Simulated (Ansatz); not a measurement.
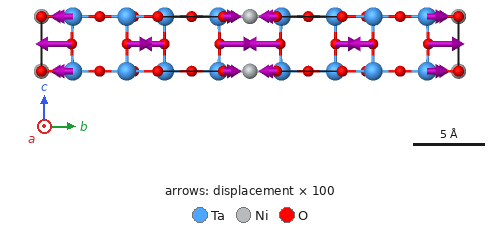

A relaxation of solid Ta$_{4}$NiO$_{11}$ (a generated structure, set up in Cmmm). The starting structure is drawn; purple arrows show the displacements (the part carried along by the change of the cell is left out), 100 times their true length.

A ball-and-stick model of the conventional cell (2 times the calculation's cell), seen along the a axis. Lengths and directions refer to the drawn axes.

The run lets cell and atoms move.

These are results of Kohn-Sham DFT of a periodic cell, PBEsol, Ansatz PAW in Ansatz, not measurements.

Input file:
```yaml
crystal:
  lattice:
    - [1.95495, -14.82973, 0.0]
    - [1.95495, 14.82973, 0.0]
    - [0.0, 0.0, 3.8859]
  atoms:
    - { symbol: Ta, position: [0.20437, 0.79563, 0.0] }
    - { symbol: Ta, position: [0.92451, 0.07549, 0.0] }
    - { symbol: Ta, position: [0.07549, 0.92451, 0.0] }
    - { symbol: Ta, position: [0.79563, 0.20437, 0.0] }
    - { symbol: Ni, position: [0.5, 0.5, 0.0], spin: 1.0 }
    - { symbol: O, position: [0.13987, 0.86013, 0.0] }
    - { symbol: O, position: [0.72107, 0.27893, 0.0] }
    - { symbol: O, position: [0.43645, 0.56355, 0.0] }
    - { symbol: O, position: [0.56355, 0.43645, 0.0] }
    - { symbol: O, position: [0.0, 0.0, 0.0] }
    - { symbol: O, position: [0.86013, 0.13987, 0.0] }
    - { symbol: O, position: [0.27893, 0.72107, 0.0] }
    - { symbol: O, position: [0.9279, 0.0721, 0.5] }
    - { symbol: O, position: [0.0721, 0.9279, 0.5] }
    - { symbol: O, position: [0.79436, 0.20564, 0.5] }
    - { symbol: O, position: [0.20564, 0.79436, 0.5] }
hamiltonian:
  xc: pbesol
  pseudopotentials: { kind: paw }
magnetization:
  spin_polarized: true
kpoints:
  mp_grid: { grid: [5, 5, 5] }
scf:
  occupations: { method: fermi_dirac, width: 0.05 }
output:
  forces: true
  stress: true
  eigenvalues: true
relax:
  f_tol: 0.01
  max_steps: 40
  cell: { stress_tol: 0.05 }
```

Command:
```bash
ansatz run input.yaml --threads 8 --pin off --max-ram 20480MiB --backend cpu --events-out ev --progress --plain --runs-dir out
```

Question: Which element moves most?

Answer: Oxygen: up to 0.026 Å, against 0.015 Å for tantalum.

Question: What did the optimiser do to the structure, and how much energy did it gain?

Answer: The energy falls by 0.108 eV per cell of the calculation in 5 accepted moves (8 points after the start). Largest force component: 0.28 eV/Å at the start, 0.0014 eV/Å at the end. The pressure goes from −5.36 to −0.01 GPa. The line search rejected the trial step at point 4 of the run. At 2 points the geometry stayed and the basis and grid were re-selected for the new cell (energy shift of 19.5 meV per cell of the calculation at most each time). The largest moves relative to the cell, 0.026 Å, are those of O atoms. By element the largest moves are O 0.026 Å, Ta 0.015 Å. Ni stays in place. The drawn cell changes as follows: a 3.910 → 3.880 Å (−0.8 %), b 29.659 → 29.332 Å (−1.1 %), c 3.886 → 3.858 Å (−0.7 %); the volume changes by −2.6 %. Near-neighbour distances that change, for instance: Ni–Ta 2.972 → 2.933 Å, O–Ta 2.239 → 2.199 Å, Ta–Ta 3.339 → 3.300 Å, Ni–O 1.885 → 1.851 Å. The space group stays Cmmm (No. 65).

Limits of the set-up: only the magnetic order of this start and cell was tried (total moment 0.4 μB per cell).
